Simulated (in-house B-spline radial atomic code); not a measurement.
```
Z = 71
electrons = 69.0
configuration = [Xe] 4f14 6s1
hamiltonian = x2c
method = lc_wpbe
lmax = 9
rms_radius = 5.37
spin_polarised = True
box_radius = 17.55
intervals = 68
ion_configuration = [Xe] 4f14
```

Run as:
```bash
python run_gw.py task.json out
```

All-electron spherical atom, scalar X2C, LC-wPBE start, no spin-orbit coupling, Breit or QED terms; computed with a B-spline radial code. The quasi-particle equation is solved at full frequency; levels of low quasi-particle weight Z are left out.

Parts of the G₀W₀ correction to each level for Lu²⁺ (lutetium, Z = 71):

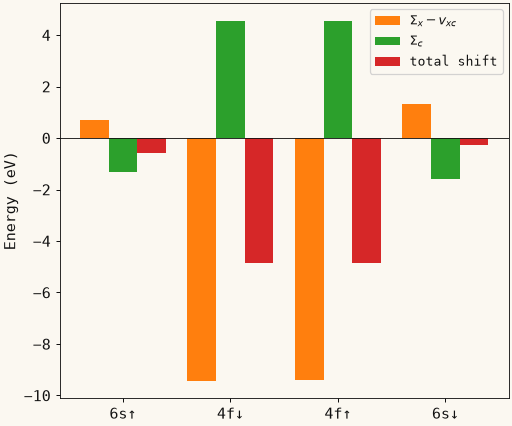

G₀W₀ moves the highest occupied level, 6s↑, from −20.80 to −21.39 eV (renormalisation factor Z = 0.97); the measured removal energy is 20.96 eV, so the error is +0.43 eV. The empty level 6s↓ goes from −13.64 to −13.91 eV.

```
Level  Mean field (eV)  Σx − vxc (eV)  Σc (eV)     Z  G₀W₀ (eV)
  6s↑           −20.80           0.71    −1.30  0.97     −21.39
  4f↓           −32.18          −9.42     4.55  0.89     −37.05
  4f↑           −32.21          −9.39     4.53  0.89     −37.07
  6s↓           −13.64           1.32    −1.59  0.95     −13.91
```
